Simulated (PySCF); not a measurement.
C6H15NSi

```
atom    x (Å)    y (Å)    z (Å)
   N  -2.7186   0.4539   0.4159
   C  -2.1235  -0.3354  -0.6461
   C  -0.5918  -0.3083  -0.5956
   C  -0.0799  -0.9321   0.7092
   C   1.4322  -1.1427   0.7904
   C   2.2403   0.1596   0.8114
  Si   1.8132   1.2003  -0.7019
   C  -0.0625   1.1149  -0.8242
   H  -2.7025  -0.0541   1.2970
   H  -3.6955   0.6505   0.2165
   H  -2.4553  -1.3966  -0.6568
   H  -2.4410   0.0954  -1.6102
   H  -0.2427  -0.9533  -1.4250
   H  -0.5788  -1.9075   0.8462
   H  -0.3983  -0.2964   1.5561
   H   1.7517  -1.7640  -0.0667
   H   1.6607  -1.7380   1.6910
   H   1.9882   0.7413   1.7162
   H   3.3215  -0.0470   0.8647
   H   2.4402   0.5876  -1.9206
   H   2.3118   2.6081  -0.5874
   H  -0.4074   1.4959  -1.8004
   H  -0.5122   1.7755  -0.0624
```

Geometry: PBE0-D3(BJ)/def2-SVP.

Level of theory: B3LYP/def2-SVPD, SCF density, gas phase in PySCF.

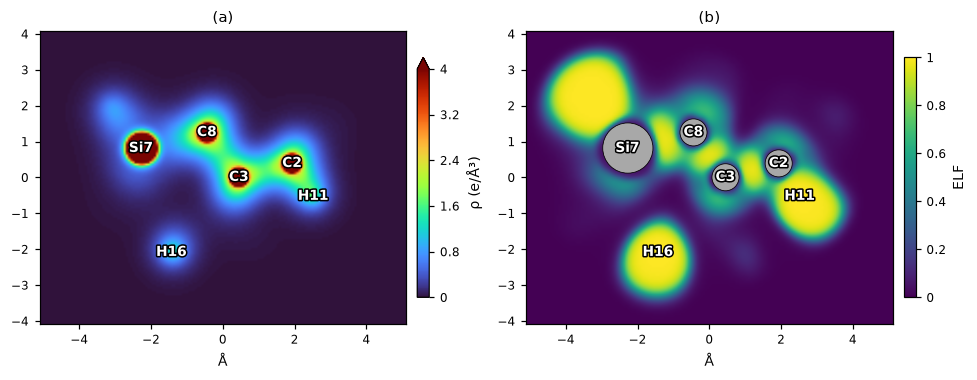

Figure 1. (a) total electron density; (b) electron localisation function on the plane of atoms C2, C3 and C8. Grey discs cover the atomic cores in the ELF map.

**Read the bonding off the picture.**

Atoms in the plane: C, Si and H.
C–C (1.53 Å): ρ at the midpoint is about 1.7 e/Å³; the ELF peaks at about 0.95 between the atoms: localised, covalent bonding.
C–Si (1.88 Å): ρ is about 0.96 e/Å³ halfway; the ELF peaks at about 0.95 between the atoms: a shared electron pair.
C–H (1.11 Å): ρ at the midpoint is about 1.9 e/Å³; the ELF climbs to about 1 towards the hydrogen, as it does in any bond to H; an ordinary covalent bond to hydrogen.

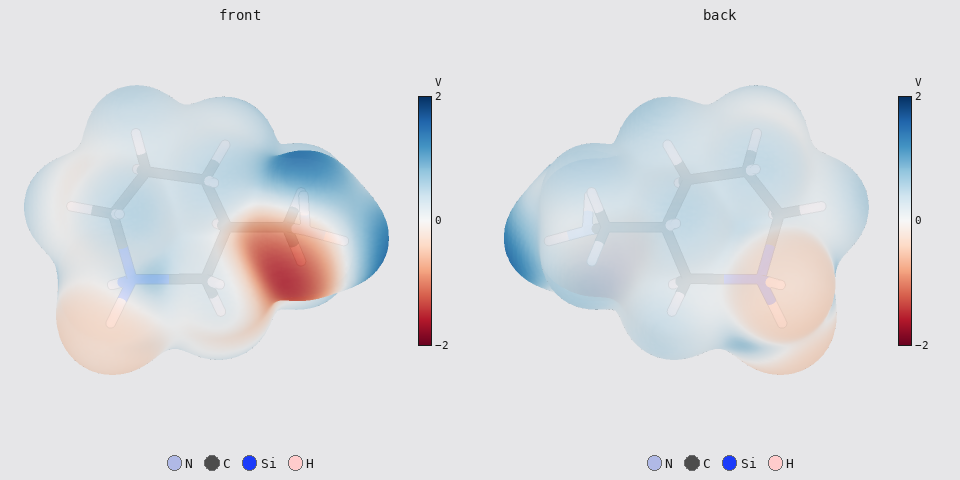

Figure 2. The molecular electrostatic potential painted on the density surface at 0.002 e/bohr³, seen from the front and from behind; red is negative and blue positive.

**Describe the electrostatic potential map.**

The most negative region (about −1.5 V) lies over N1, the most positive (about +1.4 V) over H9 and H10. N1 is the likeliest acceptor of a hydrogen bond.

**What dipole moment does the calculation give?**

Its dipole moment is 1.98 D.
